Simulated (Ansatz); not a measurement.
**W2Cl4 (charge −1): single-point calculation**

The run: single-point calculation of W2Cl4, charge −1, multiplicity 2. Method and program: UKS PBE0-D4/def2-TZVPD (Ansatz 0.2.0).

The geometry comes from this level: PBE-D4/def2-SVPD.

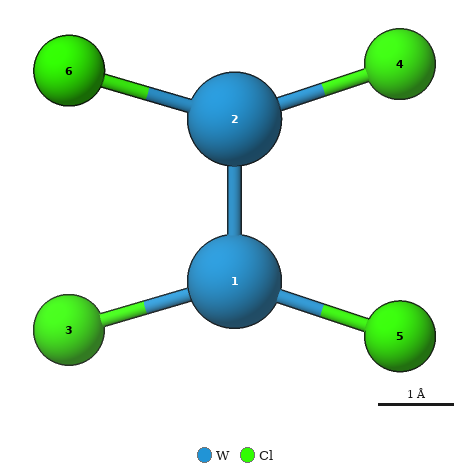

Fig. 1: The structure as given in the input (ball-and-stick view, seen on its broad side; atoms are numbered from 1 in the order of the input). Sticks mark near contacts.

### Summary

```json
{"quantity": "outcome", "value": "converged"}
{"quantity": "total energy", "value": "−53734.5868 eV"}
{"quantity": "mean-field energy", "value": "−53734.2607 eV"}
{"quantity": "dispersion energy", "value": "−0.3260 eV"}
{"quantity": "⟨S²⟩", "value": "1.356"}
{"quantity": "SCF solution under orbital rotations", "value": "stable"}
{"quantity": "HOMO (either spin)", "value": "−1.52 eV"}
{"quantity": "LUMO (either spin)", "value": "0.78 eV"}
{"quantity": "hardware", "value": "4 threads of Intel Xeon, 31 GiB of memory available, shared host"}
{"quantity": "wall time", "value": "91 s (CPU time 5.8 min)"}
{"quantity": "peak memory", "value": "1.5 GiB"}
```

⟨S²⟩ is 1.36 against 0.75 for a pure state: the solution is spin-contaminated.

### Input
```yaml
crystal:
  periodic: [false, false, false]
  atoms:
    - {symbol: W, position_ang: [-0.938127, -0.564047, 0.079238]}
    - {symbol: W, position_ang: [0.938136, 0.564027, -0.079233]}
    - {symbol: Cl, position_ang: [-1.436294, -1.400326, -2.071923]}
    - {symbol: Cl, position_ang: [1.824385, 0.758844, 2.100571]}
    - {symbol: Cl, position_ang: [-1.636872, -0.447329, 2.331602]}
    - {symbol: Cl, position_ang: [1.248772, 1.088831, -2.360255]}
basis:
  gaussian: {orbitals: def2-TZVPD, initial_orbitals: start.molden}
total_charge: -1
magnetization: {spin_polarized: true, initial_magnetization: 1}
hamiltonian: {xc: pbe0, dispersion: d4}
scf: {omitted_lower_state_checks: [starts]}
output: {orbitals: {seedname: orbitals}}
```

Launch command:
```bash
ansatz run in.yaml --threads 4 --pin off --events-out ev --progress --plain --max-ram 4787MiB
```

### What the program printed
```
Functional definition: PBE0
  name "PBE0"
  cite "Adamo & Barone, J. Chem. Phys. 110, 6158 (1999) doi:10.1063/1.478522"
  cite "Perdew, Burke & Ernzerhof, Phys. Rev. Lett. 77, 3865 (1996) doi:10.1103/PhysRevLett.77.3865"
  parent pbe
  parameter a = 0.25
  parameter kappa = 0.804
  parameter beta = 0.06672455060314922
  exchange = (1 - a)*pbe_x(kappa = kappa, mu = beta*pi^2/3) + a*exact_x
  correlation = pbe_c(beta = beta)
these checks for a lower state are left out or cut short: starts
2064 factors; their error is unknown
mean field evaluation 1: about -53729.5746 eV, gradient 1.4e2 eV
mean field evaluation 2: about -53733.5651 eV, gradient 5.9e0 eV
mean field evaluation 4: about -53734.0818 eV, gradient 1.3e-1 eV
mean field evaluation 8: about -53734.1876 eV, gradient 1.1e0 eV
mean field evaluation 16: about -53734.2602 eV, gradient 1.6e-1 eV
mean field -53734.26068210 eV, -1974.6976576770 hartree, gradient 2.6e-6 eV, S^2 1.355987; 0 other end points of the search recorded, 0 dependent functions left out
reference -53734.26073441 eV, -1974.6976595995 hartree; 49, 48 occupied and 221, 222 virtual orbitals, 2064 factors
Total energy: -53734.58675429 eV, -1974.7096406092 hartree
Checks for a lower state left out: starts
```

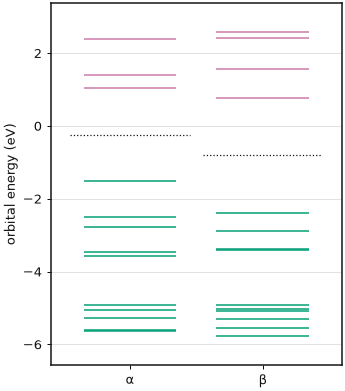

Fig. 2: Orbital energies near the frontier for α and β spins; the dotted line parts filled from empty levels, and levels within 0.02 eV of each other stand side by side. α: highest filled −1.52 eV, lowest empty 1.03 eV, 2.55 eV apart; β: highest filled −2.38 eV, lowest empty 0.78 eV, 3.16 eV apart.
